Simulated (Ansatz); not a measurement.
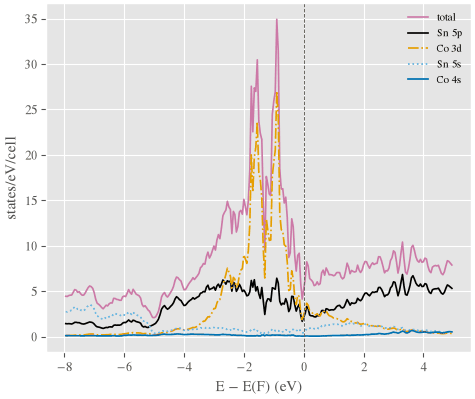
Total and projected density of states of CoSn3 in space group Cmce (No. 64; Co on 8d, Sn on 8f, Sn on 16g), r²SCAN in the plane-wave PAW code Ansatz

**Question.** Which orbitals carry the states next to the Fermi level?

**Answer.** Within 0.5 eV of the Fermi level: Co 3d 48 %, Sn 5p 38 %, Sn 5s 10 %. Projections are on Löwdin-orthogonalised atomic valence shells; empty p or d shells of many metals are not among them.

**Question.** Where is the tallest occupied peak in this window, and what makes it?

**Answer.** Near -0.9 eV, about 35 states/eV per cell; the largest projected share is Co 3d.

The workflow started from a Materials Project entry (that database holds measured and hypothetical structures alike); the Crystallography Open Database copy checked does not list it. Whether it is the stable phase at ambient conditions was not checked. Symmetry was held in the r²SCAN relaxation; whether a distortion lowers the energy is not shown. The run is not spin-polarised. Spin–orbit coupling is left out wherever it is not named.

Potentials: the later of the program's two PAW sets.
